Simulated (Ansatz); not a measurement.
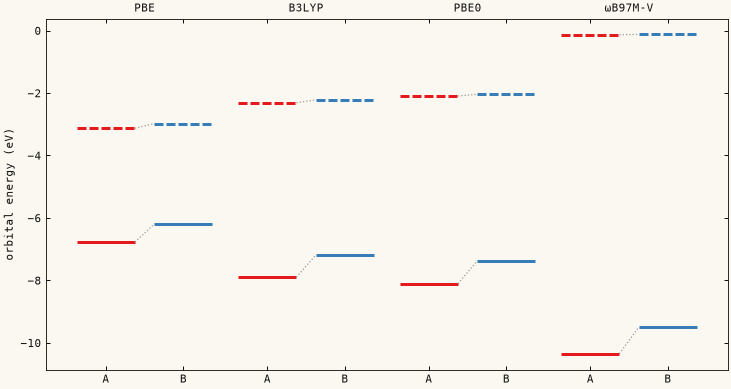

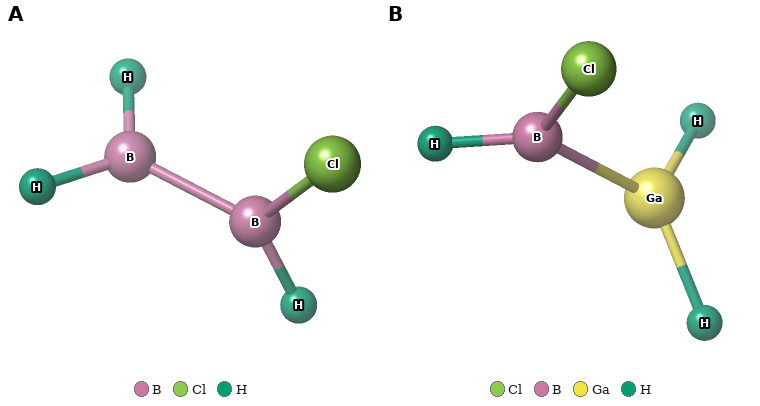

One change: A, B₂H₃Cl (SMILES BBCl), becomes B, GaBH₃Cl (SMILES Cl[BH][GaH2]). BH₂ on B is replaced by GaH₂. HOMO (solid) and LUMO (dashed) computed in def2-TZVPP at PBE0-D4/def2-TZVP geometries, both minima by their frequencies, gas phase, the Ansatz code 0.2.0.

**What does the change do to HOMO and LUMO?**

PBE: the HOMO rises by 0.58 eV, the LUMO rises by 0.15 eV, and the separation goes from 3.64 to 3.22 eV. B3LYP: the HOMO rises by 0.71 eV, the LUMO rises by 0.10 eV, and the separation goes from 5.58 to 4.97 eV. PBE0: the HOMO rises by 0.73 eV, the LUMO rises by 0.06 eV, and the separation goes from 6.01 to 5.34 eV. ωB97M-V: the HOMO rises by 0.85 eV, the LUMO hardly moves, and the separation goes from 10.22 to 9.37 eV.

**Do the functionals agree on the effect?**

They agree on the direction for both levels; the HOMO shift lies between 0.58 and 0.85 eV and the LUMO shift between 0.01 and 0.15 eV, while the separations themselves differ by up to 6.6 eV between functionals.
